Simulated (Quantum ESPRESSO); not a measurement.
# MnHg: energy over the lowest against total spin moment, fitted and tested on a withheld row

System: MnHg, 1 Mn and 1 Hg in the cell, space group P4/mmm. Cell as run: a = 3.288, b = 3.288, c = 3.313 Å, angles 90.0, 90.0, 90.0°, 2 atoms. From the study “MnHg: energy against a fixed spin moment”.

Method: PBEsol; plane waves with GBRV 1.5 PBEsol potentials (Quantum ESPRESSO 7.5). Settings shared by all rows: cutoff 544.23 eV, 8×8×8 k-mesh, fermi-dirac occupations, smearing width 0.05 eV. The cell holds one seeded atom, so opposed orders, which may lie lower, cannot form in it.

The table, with one value held back:

```
total spin moment (μB a cell)  energy over the lowest (meV a cell)
                            0                                 1386
                        0.657                                 1314
                        1.315                                 1094
                        1.972                                  767
                         2.63                                  391
                        3.287                                  107
                       3.8959                                    0
                        3.945                                    1
                        4.602                                    ?
                        5.259                                  925
```

Choose a law, fit it, and give the withheld energy over the lowest (total spin moment = 4.602 μB a cell).

**Law.** Time reversal makes the energy at fixed moment even in the moment, so it is expanded as a Landau series in M². In symbols, E = c0 + c2 M² + c4 M⁴ + c6 M⁶, with energy over the lowest in meV a cell.

**Fit.** Least squares on 9 rows gives c0 = 1392.97, c2 = -187.92, c4 = 6.5046 and c6 = -0.011623.

```
total spin moment (μB a cell)  computed     fit  computed − fit
                            0      1386  1393.0            -7.0
                        0.657      1314  1313.1             0.9
                        1.315      1094  1087.4             6.6
                        1.972       767   759.9             7.1
                         2.63       391   400.5            -9.5
                        3.287       107   107.3            -0.3
                       3.8959         0    -1.4             1.4
                        3.945         1     0.0             1.0
                        5.259       925   925.2            -0.2
```

The fit has a minimum at M = 3.88 μB a cell. Its quadratic term is negative, which makes M = 0 a maximum of the fitted curve.

**Prediction.** At total spin moment = 4.602 μB a cell the law predicts 220.2 meV a cell. The computed value is 239 meV a cell, 18.8 above the prediction. The row lies between fitted rows, so this is an interpolation. The miss is 3.7 times the rms residual of the fit, 5.1.

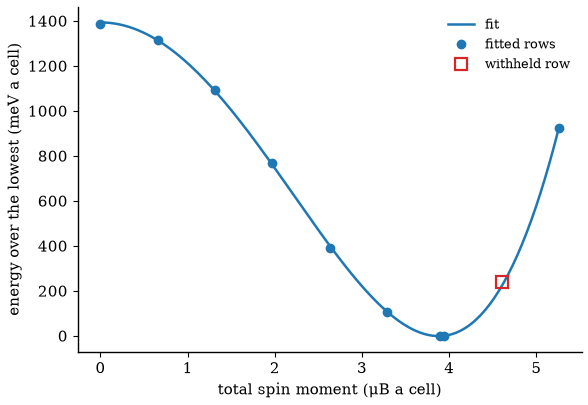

The rows, the fitted law and the withheld row.

[Logs and program files are shortened in this print: banners, set-up blocks, solver, clock and traceback lines can be left out without a mark of their own.]

[Logs are printed without paths, hosts, clocks, repeated set-up lines and the standing remarks that a program may print on its own settings, such as how far it seeks lower states.]

[Hosts, paths, dates, database ids (printed as entryN), source tags and the programs' standing remarks are cut or masked in the printed files.]

[Where a cell is said to come from a database of computed structures, the database is the Materials Project.]
